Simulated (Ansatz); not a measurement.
# Calculations on C2H3BClN

## 1. Relaxation

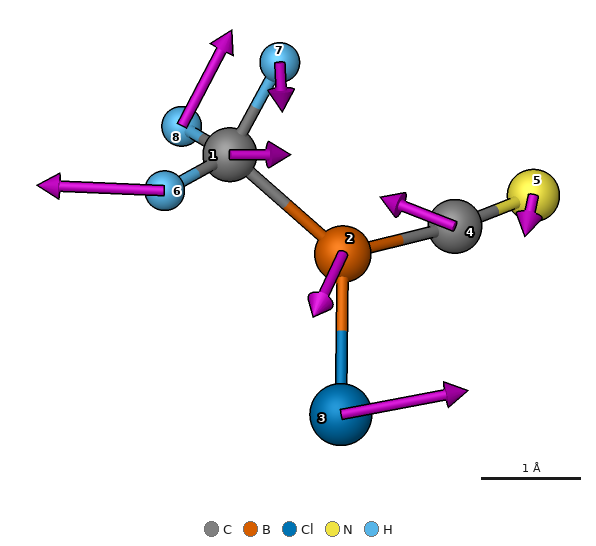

This is a relaxation of C$_{2}$H$_{3}$BClN (coarse preliminary run). The starting structure is drawn; purple arrows show the displacements, magnified 20 times. The two geometries are superimposed by the best rigid fit.

The picture is a ball-and-stick view, seen at a tilt.

The calculation used RKS PBE-D4/def2-SVP (Ansatz).

Input file:
```yaml
crystal:
  periodic: [false, false, false]
  atoms:
    - {symbol: C, position_ang: [-0.499400, -0.681800, 0.677400]}
    - {symbol: B, position_ang: [0.557200, 0.096900, -0.201200]}
    - {symbol: Cl, position_ang: [2.298800, -0.395300, -0.075200]}
    - {symbol: C, position_ang: [0.236000, 1.241200, -1.161700]}
    - {symbol: N, position_ang: [-0.137000, 2.075800, -1.897900]}
    - {symbol: H, position_ang: [-0.078300, -1.404600, 1.293900]}
    - {symbol: H, position_ang: [-1.031100, 0.102000, 1.324000]}
    - {symbol: H, position_ang: [-1.254000, -1.091300, -0.015100]}
basis:
  gaussian: {orbitals: def2-SVP}
hamiltonian: {xc: pbe, dispersion: d4}
relax: {f_tol: 0.03, max_steps: 250}
```

Q: What happened in the run?

A: The optimiser took 6 steps. The largest moves after the best rigid fit, 0.067 Å, are those of Cl3 and H6. Largest moves by element: Cl 0.067 Å, H 0.066 Å, B 0.047 Å, C 0.043 Å, N 0.023 Å. Some distances before and after: C1–H6 1.039 → 1.105 Å, B2–Cl3 1.814 → 1.759 Å, C1–H7 1.147 → 1.113 Å, C1–B2 1.579 → 1.558 Å. Bond angles that change, for instance: B2–C4–N5 173.5° → 178.5°, C1–B2–Cl3 118.0° → 122.8°, C1–B2–C4 125.3° → 120.7°. The run took roughly 10 core-seconds on a shared host.

## 2. Relaxation

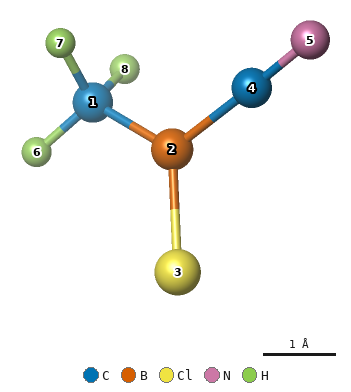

This is the input geometry for a constrained relaxation of C2H3BClN. A ball-and-stick model, seen at a tilt.

These are results of RKS PBE0-D4/def2-TZVP (Ansatz 0.2.0), not measurements.

The input:
```yaml
crystal:
  periodic: [false, false, false]
  atoms:
    - {symbol: C, position_ang: [-0.492909, -0.644980, 0.660749]}
    - {symbol: B, position_ang: [0.589330, 0.071251, -0.179966]}
    - {symbol: Cl, position_ang: [2.246656, -0.456465, -0.246575]}
    - {symbol: C, position_ang: [0.238127, 1.318925, -1.012244]}
    - {symbol: N, position_ang: [-0.055980, 2.249024, -1.624976]}
    - {symbol: H, position_ang: [-0.103076, -1.446288, 1.286570]}
    - {symbol: H, position_ang: [-1.003035, 0.090118, 1.294971]}
    - {symbol: H, position_ang: [-1.272776, -1.043334, 0.001785]}
basis:
  gaussian: {orbitals: def2-TZVP}
hamiltonian: {xc: pbe0, dispersion: d4}
relax: {f_tol: 0.005, max_steps: 200, constraints: [{sites: [5, 0, 1, 3]}]}
```

Where does the constrained relaxation end?

Answer. Over 5 geometry steps the energy falls by 0.10 kJ/mol. Largest force component: 0.023 eV/Å at the start, 0.003 eV/Å at the end. The atom that moves furthest after the best rigid fit is H8 (0.029 Å). By element the largest moves are H 0.029 Å, Cl 0.027 Å, C 0.014 Å, N 0.006 Å, B 0.006 Å. The run took roughly 40 core-seconds on a shared host.

History of the run:

```json
{"step": "0", "E − E(0), kJ/mol": "0.00", "largest force component, eV/Å": "0.0235"}
{"step": "1", "E − E(0), kJ/mol": "-0.05", "largest force component, eV/Å": "0.0190"}
{"step": "2", "E − E(0), kJ/mol": "-0.07", "largest force component, eV/Å": "0.0214"}
{"step": "3", "E − E(0), kJ/mol": "-0.09", "largest force component, eV/Å": "0.0196"}
{"step": "4", "E − E(0), kJ/mol": "-0.10", "largest force component, eV/Å": "0.0094"}
{"step": "5", "E − E(0), kJ/mol": "-0.10", "largest force component, eV/Å": "0.0030"}
```

The structure at the end:

```xyz
8

C    -0.4909   -0.6360    0.6710
B     0.5901    0.0750   -0.1757
Cl    2.2399   -0.4728   -0.2665
C     0.2394    1.3219   -1.0093
N    -0.0540    2.2531   -1.6208
H    -0.1010   -1.4372    1.2970
H    -1.0299    0.0881    1.2907
H    -1.2473   -1.0539   -0.0060
```

## 3. Scan

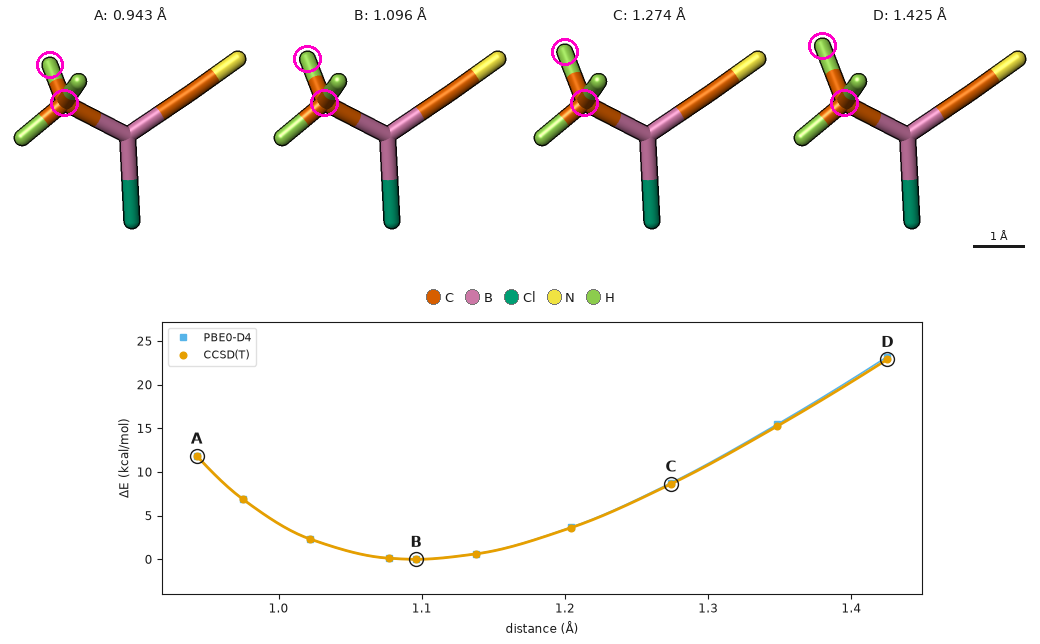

Energy scan for C₂H₃BClN, in which one C–H bond length is varied, with the rest of the molecule carried along rigidly. The lettered frames are marked on the plot, at the values of CCSD(T). The picture is a stick view, seen at a tilt. The ringed atoms are those of the scanned coordinate.

Levels of theory: CCSD(T), PBE0-D4 (def2-TZVPP, Ansatz), on geometries moved rigidly from the minimum at PBE0-D4/def2-TZVP. Coupled cluster with a frozen core. Energies are counted from the PBE0-D4/def2-TZVP minimum geometry at the same level.

**What does the scan show?**

With CCSD(T): of the computed points the lowest is at the distance 1.096 Å, 0.0 kcal/mol. At the ends of the scan the energy is 11.8 kcal/mol (0.943 Å) and 22.9 kcal/mol (1.425 Å). The curvature at the lowest point is about 33 eV/Å² (5.3 mdyn/Å). The well is steeper on the short side, as for any bond. At 1.425 Å the levels give CCSD(T) 22.9 kcal/mol, PBE0-D4 23.2 kcal/mol.
